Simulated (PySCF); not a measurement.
# C8H6S, SMILES `c1ccc2sccc2c1`: electronic structure

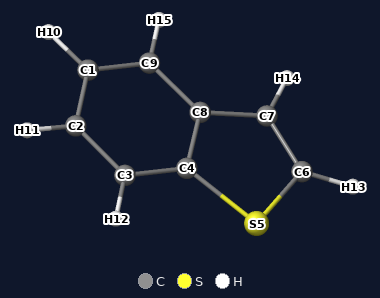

The molecule, with its atoms numbered as below. No frequency check shows the geometry to be a minimum.

Coordinates in Å:

```
C1       2.4813   -0.4967    0.0000
C2       2.2856    0.8845    0.0000
C3       1.0138    1.4188    0.0000
C4      -0.0647    0.5475    0.0000
S5      -1.7542    0.9692    0.0000
C6      -2.1933   -0.7070    0.0000
C7      -1.1349   -1.5422    0.0000
C8       0.1132   -0.8494    0.0000
C9       1.4112   -1.3628    0.0000
H10      3.4881   -0.8875    0.0000
H11      3.1410    1.5432    0.0000
H12      0.8546    2.4861    0.0000
H13     -3.2360   -0.9593    0.0000
H14     -1.2158   -2.6147    0.0000
H15      1.5618   -2.4322    0.0000
```

### 1. Bonding charge

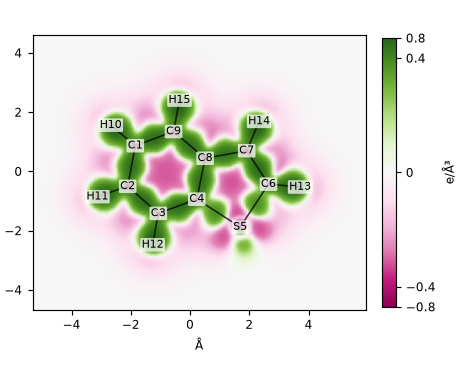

Deformation density (molecule less spherical, spin-averaged free atoms) in the molecular plane; colour scale in e/Å³, logarithmic beyond ±0.1; green: gain, pink: loss.

Computed with PySCF, TPSSh/def2-SVPD, geometry: GFN2-xTB.

Q: Describe the bonding that the map shows.

A: The five largest and four smallest: C6–H13: +0.73 e/Å³ at the bond critical point (bond length 1.07 Å). C3–H12: +0.71 e/Å³ at the bond critical point (bond length 1.08 Å). C2–H11: +0.71 e/Å³ at the bond critical point (bond length 1.08 Å). C1–H10: +0.71 e/Å³ at the bond critical point (bond length 1.08 Å). C9–H15: +0.70 e/Å³ at the bond critical point (bond length 1.08 Å). C4–C8: +0.59 e/Å³ at the bond critical point (bond length 1.41 Å). C7–C8: +0.55 e/Å³ at the bond critical point (bond length 1.43 Å). S5–C6: +0.32 e/Å³ at the bond critical point (bond length 1.73 Å). C4–S5: +0.32 e/Å³ at the bond critical point (bond length 1.74 Å). In all, 3.5 electrons gather in the regions of gain relative to the promolecule.

### 2. Bond critical points

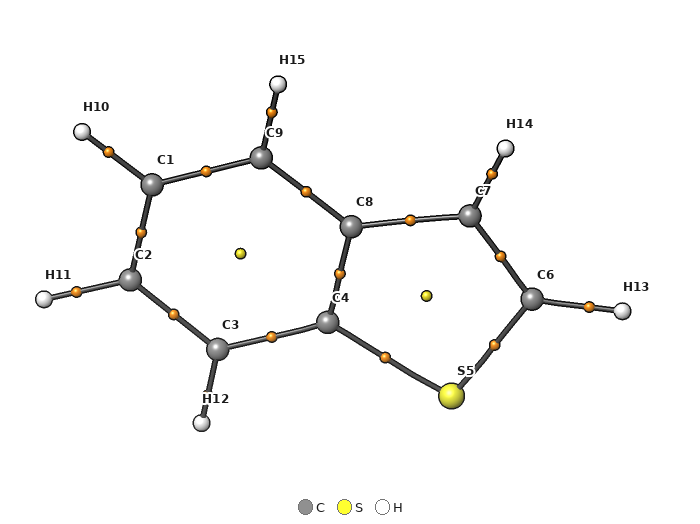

Molecular graph of the electron density (QTAIM): bond paths, bond critical points (orange), ring points (yellow, if any); weak paths are dashed.

Q: How many critical points of each kind are there, and does the count close?

A: 15 nuclei, 16 bond, 2 ring and 0 cage critical points: 15 − 16 + 2 − 0 = 1, as the Poincaré–Hopf relation requires.

Q: Tabulate density, Laplacian, ellipticity and energy density at the bond critical points (atomic units).

A:
```
  bond  length (Å)  ρ (a.u.)  ∇²ρ (a.u.)     ε  H (a.u.)
 C6–C7       1.348     0.329       −0.84  0.36    −0.339
 C1–C9       1.377     0.316       −0.81  0.25    −0.310
 C2–C3       1.379     0.314       −0.80  0.25    −0.306
 C3–C4       1.386     0.309       −0.78  0.21    −0.297
 C1–C2       1.395     0.306       −0.78  0.21    −0.291
 C8–C9       1.396     0.305       −0.77  0.19    −0.288
 C4–C8       1.408     0.300       −0.74  0.19    −0.281
 C7–C8       1.427     0.289       −0.71  0.15    −0.260
C6–H13       1.073     0.288       −1.12  0.03    −0.319
C3–H12       1.079     0.285       −1.08  0.02    −0.311
C7–H14       1.076     0.285       −1.08  0.02    −0.312
C2–H11       1.080     0.285       −1.07  0.02    −0.310
C1–H10       1.080     0.285       −1.07  0.01    −0.309
C9–H15       1.080     0.284       −1.07  0.01    −0.309
 S5–C6       1.733     0.211       −0.45  0.21    −0.175
 C4–S5       1.741     0.208       −0.44  0.18    −0.170
```

Q: What kind of interaction is C3–H12?

A: Shared-shell (covalent): ρ = 0.285, ∇²ρ = −1.08, H = −0.311 a.u.

### 3. Local ionisation energy

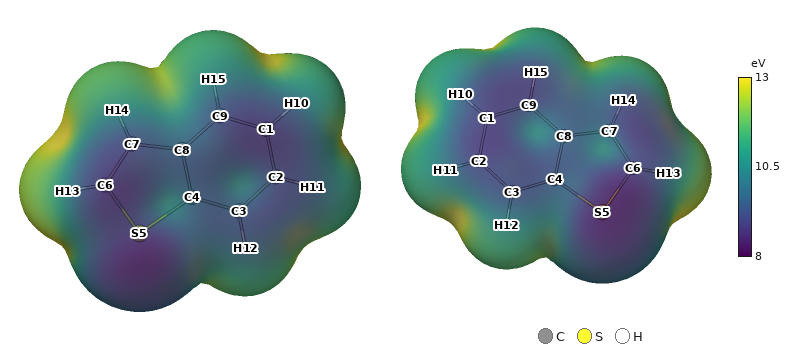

Average local ionisation energy on the surface of electron density 0.001 a.u. (back view left, front view right).

Q: Locate the minima of the map.

A: The lowest value is 8.1 eV, off the molecular plane, over S5 (2.2 Å). Further minima include 8.5 eV, off the C6–C7 bond (2.1 to 2.2 Å from its atoms). For comparison, the highest occupied orbital lies at −5.8 eV.
